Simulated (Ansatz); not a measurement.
The parent structure is CdS in the wurtzite structure (space group P6_3mc, No. 186; a = 4.197 Å, c = 6.829 Å).

Modification: an isotropic linear strain of +5.22 %; the atoms relax in the strained cell.

The values are results of PBE/PAW in Ansatz (a quantum-chemistry and plane-wave program), spin-orbit coupling left out, not measurements.

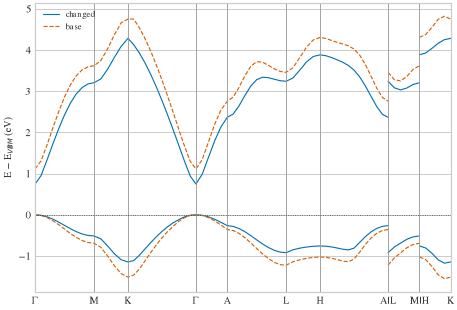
Fig. 1. Highest valence and lowest conduction band along the path, each from its own valence-band maximum

Task: From the figure, how large is the changed gap, and is it direct?

Result: About 0.7 eV, direct at Γ.

No phonon test of stability was made.
